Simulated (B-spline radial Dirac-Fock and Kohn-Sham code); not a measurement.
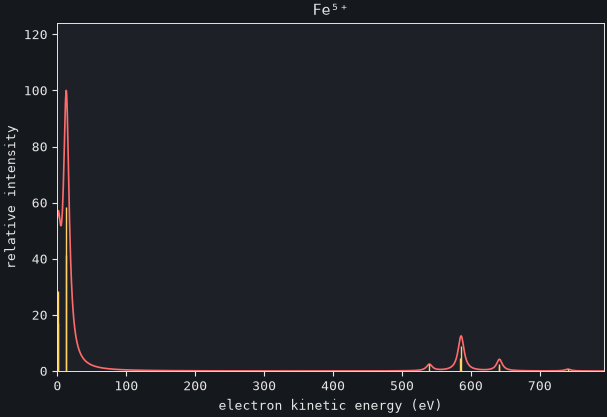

Auger and Coster–Kronig groups that fill an L1 (2s) hole, broadened by 10 eV full width. Kinetic energies count from the vacuum level; very weak lines are left out. It refers to iron in charge state +5 (Fe⁵⁺), configuration [Ar] 3d3. The calculation used independent-particle Coulomb rates on relativistic LDA orbitals, configuration-average energies from Dirac–Fock (a radial B-spline solver). Widths ruled by Coster–Kronig decay come out up to twice the measured ones in this model.

The strongest group is L1-L3M5 at 13.07 eV (35 % of the non-radiative width), followed by L1-L3M4 at 12.57 eV (25 %), L1-L2M5 at 0.5852 eV (17 %), L1-L2M4 at 0.8425 eV (10 %). The lines shown span 0.5852 eV to 740.7 eV.
